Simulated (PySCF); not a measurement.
## A study: H4N2, SMILES `NN`

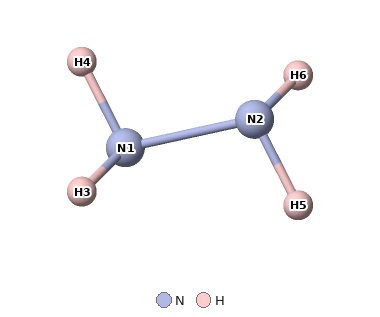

The molecule, with its atoms numbered as below. No frequency check shows the geometry to be a minimum.

Geometry (Å), atoms numbered from 1:

```
N1       0.7184   -0.0000   -0.1464
N2      -0.7184   -0.0000    0.1464
H3       1.0962    0.8149    0.3359
H4       1.0962   -0.8148    0.3359
H5      -1.0962    0.8149   -0.3359
H6      -1.0962   -0.8148   -0.3359
```

Part 1: Removing or adding an electron

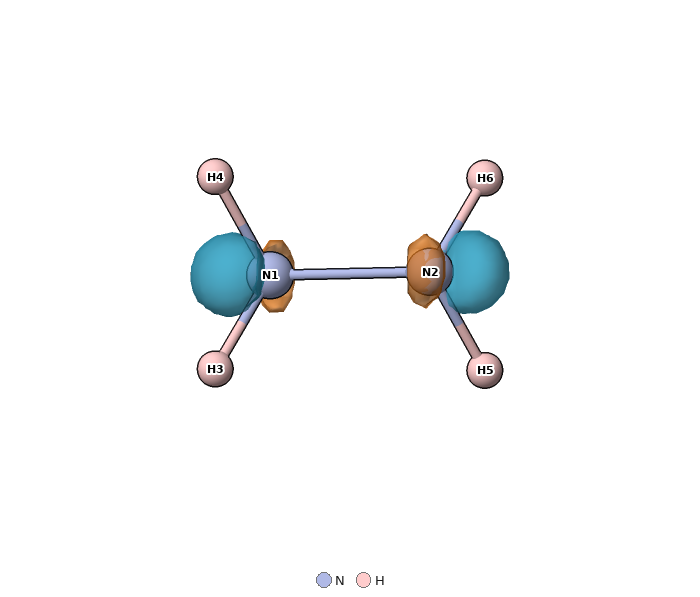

Fukui function f⁺ = ρ(N+1) − ρ(N) at fixed geometry, surfaces at ±0.05 e/Å³ (light blue positive, orange negative).

Level of theory: B3LYP/cc-pVTZ (PySCF), at a geometry from GFN2-xTB.

> Which atoms respond most to the addition of an electron?

f⁺ (Hirshfeld-condensed) is largest on H3, H4, H5 and H6 (0.19 each) and N1 and N2 (0.12 each); the vertical electron affinity is −2.75 eV (the stability of the anion's solution wasn't checked; negative, but this basis has no diffuse functions, so it doesn't show that the anion is unbound). Condensed values hint at sites of nucleophilic attack but needn't mark the atom that reacts. Orbital relaxation makes it negative in places (0.06 e in all).

Part 2: Localised orbitals

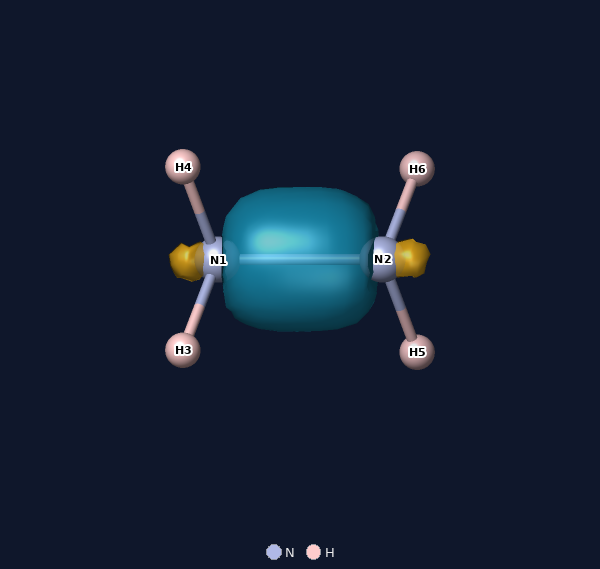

Foster–Boys orbitals, occupied; each surface holds about 70 % of the orbital's density. Energies are diagonal elements of the Fock matrix.

PySCF calculation, B3LYP/aug-cc-pVDZ, gas phase; geometry: GFN2-xTB.

> What does this orbital represent?

σ bond N2–N1 (N2 50 %, N1 50 %; −17.5 eV).

Part 3: Stretching a bond

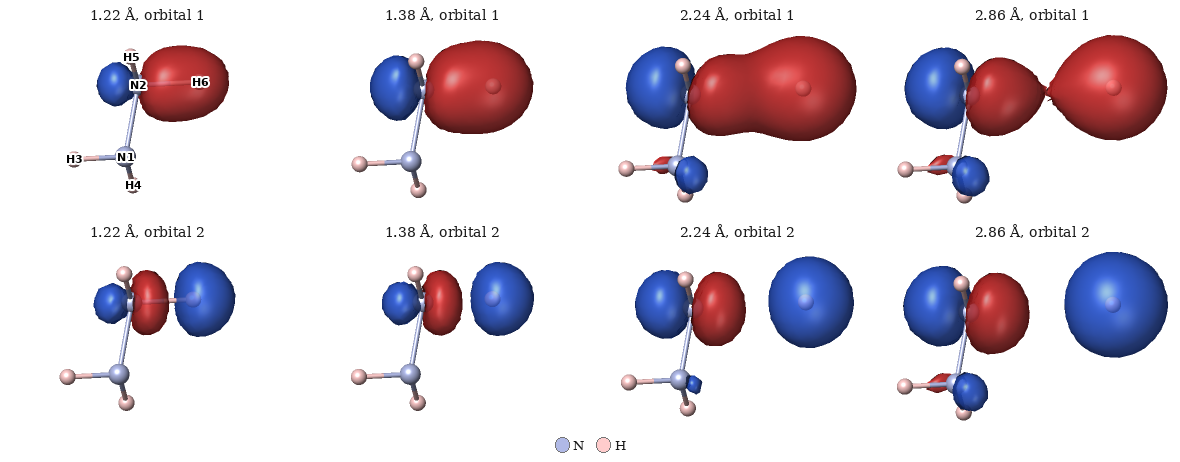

Rigid stretch of the N2–H6 bond. The two CASSCF(2,2) natural orbitals nearest half filling (orbital 1 the more occupied).

Method: def2-SVPD basis; geometry: GFN2-xTB; program: PySCF.

> How do the occupations change along the stretch?

1.22 Å: 1.96 and 0.04; 1.38 Å: 1.93 and 0.07; 2.24 Å: 1.43 and 0.57; 2.86 Å: 1.17 and 0.83. At the longest distance computed (2.86 Å) they are 1.17 and 0.83, and the effective number of unpaired electrons is 1.9.

> Where does the UHF solution part from RHF?

Between 1.38 Å (⟨S²⟩ = 0, the two coincide) and 1.58 Å (⟨S²⟩ = 0.48); at 2.86 Å ⟨S²⟩ is 1.01 and UHF lies 4.5 eV below RHF.

> How much energy does the stretch cost?

By CASSCF, 3.6 eV from the lowest point of the scan (1.02 Å) to 2.86 Å; RHF gives 7.5 eV from its own lowest point. The fragments aren't relaxed and dynamic correlation is missing, so this isn't a bond dissociation energy.
